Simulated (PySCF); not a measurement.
**C4H9ClO3Si (SMILES CC(=O)O[C@H](CCl)O[SiH3]): density, localisation and related maps**

The calculation's input:

```
{"job": {"kind": "nmr", "xc": "PBE0", "basis": "pcSseg-1"}, "charge": 0, "multiplicity": 1}
C      2.779215    -1.107556    -0.502960
C      1.389325    -0.663986    -0.859246
O      0.736715    -1.069646    -1.778839
O      0.959053     0.289373    -0.004643
C     -0.374476     0.750580    -0.193572
C     -0.481358     2.060534     0.582357
Cl    -2.000187     2.860070     0.167639
O     -1.252197    -0.170022     0.298937
Si    -2.386359    -1.046825    -0.496100
H      3.088910    -1.907173    -1.168796
H      3.459728    -0.264234    -0.593247
H      2.797216    -1.446688     0.529518
H     -0.528838     0.924925    -1.270050
H      0.340581     2.726390     0.323202
H     -0.486116     1.848741     1.651128
H     -2.962564    -1.682535     0.677808
H     -1.792456    -1.969088    -1.455947
H     -3.294950    -0.126542    -1.183605
```

Launched as:

```sh
OMP_NUM_THREADS=1 python probes_run.py task.json out
```

Geometry: GFN2-xTB.

Level of theory: PBE0/pcSseg-1, SCF density, gas phase, non-relativistic in PySCF.

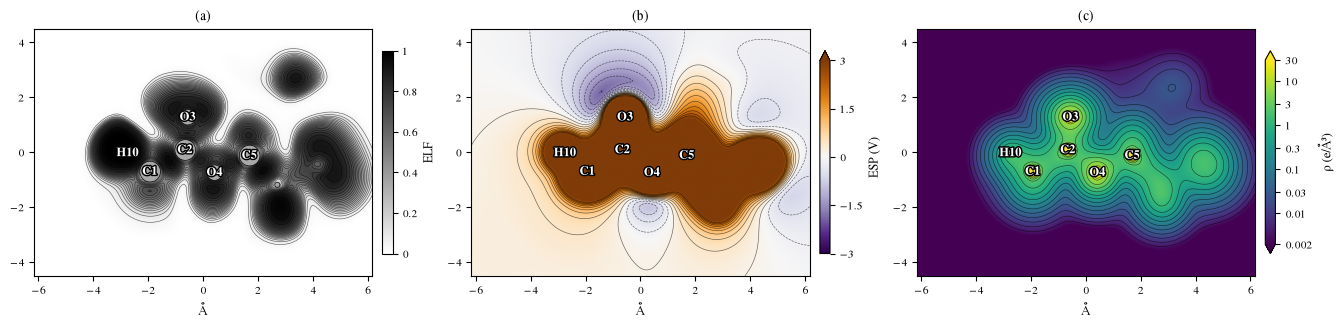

Figure 1. (a) ELF; (b) molecular electrostatic potential; (c) electron density on the plane of atoms C1, C2 and O4. Grey discs cover the atomic cores in the ELF map.

Q: What do the fields say about this system?

A: The section cuts through C, O and H sites. C–O (1.20 Å): ρ is about 3.4 e/Å³ halfway; the ELF peaks at about 0.85 between the atoms (a short, multiple covalent bond). C–C (1.50 Å): the density is about 1.8 e/Å³ at the midpoint; the ELF peaks at about 0.95 between the atoms, as expected for a shared electron pair. C–H (1.09 Å): ρ at the midpoint is about 2 e/Å³; the ELF climbs to about 1 towards the hydrogen, as it does in any bond to H (a covalent bond by its length). C–O (1.35 Å): the density is about 2.4 e/Å³ at the midpoint, with its minimum of 2 e/Å³ about 0.5 Å from C; the ELF peaks at about 0.85 between the atoms (a polar covalent bond). The ELF also peaks beside O4, Cl7 and O3, away from the bonds: lone-pair regions. Outside the dense part of the molecule the potential is most negative (−1.9 V) near O3.

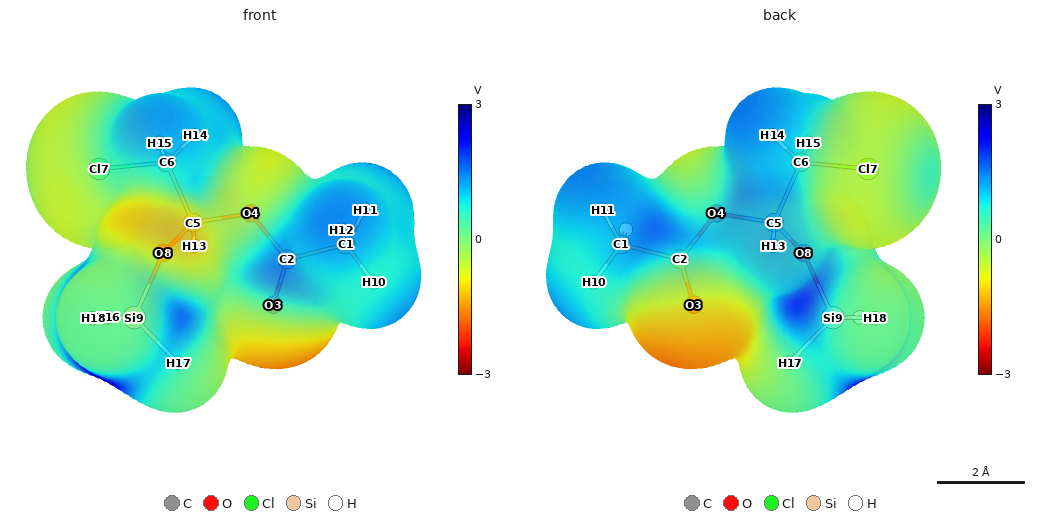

Figure 2. The molecular electrostatic potential painted on the density surface at 0.004 e/bohr³, seen from the front and from behind; red is negative and blue positive.

Q: Where is the surface potential most negative and most positive?

A: The most negative region (about −1.7 V) lies over O3, the most positive (about +2.5 V) over Si9. Cl7 shows a σ-hole: about +0.6 V at the tip opposite its bond, against about −0.4 V on its flanks. O3 is the likeliest acceptor of a hydrogen bond.

Q: How polar is the molecule by this calculation?

A: Its dipole moment is 2.36 D.
